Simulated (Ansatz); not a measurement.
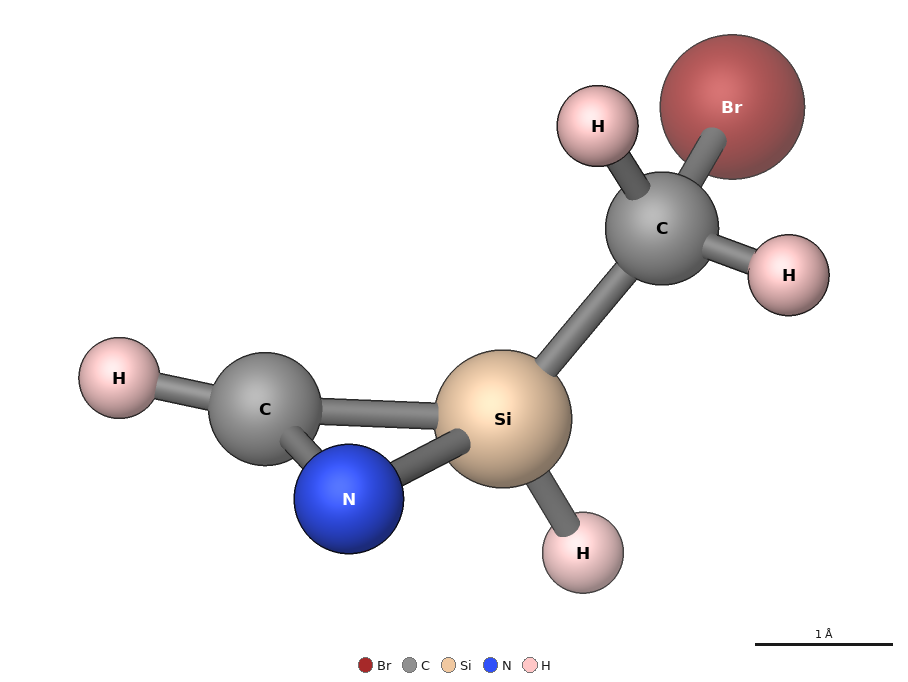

Depth is shown by fading: the farther an atom, the more it takes the colour of the background. The geometry was computed by an optimisation with PBE0-D4/def2-TZVP. No frequency run is at hand to confirm it as a minimum. Masses are those of the most abundant isotopes; constants are for the rigid equilibrium geometry.

What kind of rotor is it, and what are its rotational constants in MHz?

Answer. An asymmetric top (C1): A = 11044, B = 993, C = 972 MHz. Ray's parameter κ is −1.00, close to the prolate limit.
